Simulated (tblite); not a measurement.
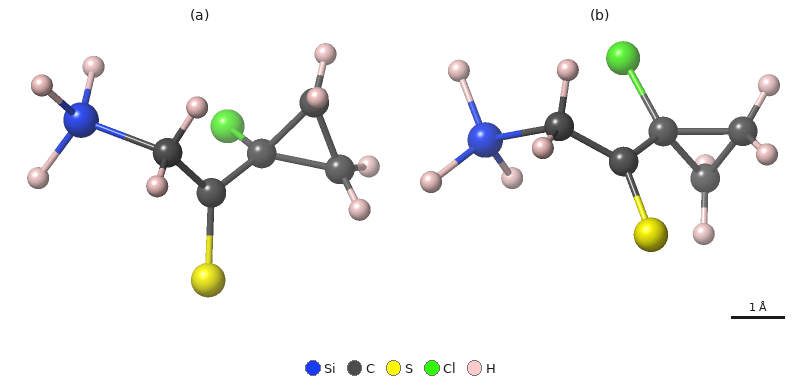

The structure of C5H9ClSSi before (left) and after (right) a relaxation, at one scale.

Style: ball-and-stick. Shown at a tilt.

The calculation used GFN2-xTB geometry optimisation, gas phase (tblite). 

Summarise the run.

Answer. Over 147 geometry steps the energy falls by 38.7 kJ/mol. An H atom moves most after the best rigid fit: 2.06 Å. By element the largest moves are H 2.06 Å, S 1.98 Å, Cl 1.84 Å, C 0.97 Å, Si 0.61 Å. Near-neighbour distances that change, for instance: Cl–Si 3.954 → 3.219 Å, C–Si 1.876 → 1.938 Å, C–C 1.505 → 1.463 Å, C–S 1.670 → 1.638 Å. Among the angles between lasting bonds that change: Si–C–C 115.0° → 110.0°, H–Si–H 107.8° → 111.4°, C–C–H 119.6° → 116.3°. Groups turn about C–C by about 85°, C–Si by about 60°.
